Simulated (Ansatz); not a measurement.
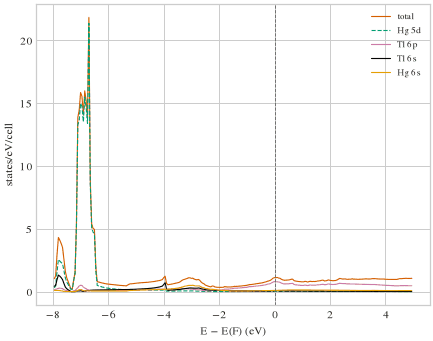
Figure. Total and projected density of states of TlHg (CsCl type, Pm-3m), PBEsol in the plane-wave PAW code Ansatz

Question: Which orbitals carry the states next to the Fermi level?

Answer: Within 0.5 eV of the Fermi level: Tl 6p 70 %, Hg 6s 11 %, Tl 6s 7 %, outside the projected shells 10 %. Projections are on Löwdin-orthogonalised atomic valence shells; empty p or d shells of many metals are not among them.

Question: Where is the tallest occupied peak in this window, and what makes it?

Answer: Near -6.7 eV, about 22 states/eV per cell; the largest projected share is Hg 5d.

The workflow started from an entry of the Crystallography Open Database (COD). Its standing as an ambient phase is unchecked. The cell was relaxed with PBEsol under the symmetry of its start. At this level the phase is mechanically unstable. Spin–orbit coupling is left out wherever it is not named.

Potentials: the later of the program's two PAW sets.
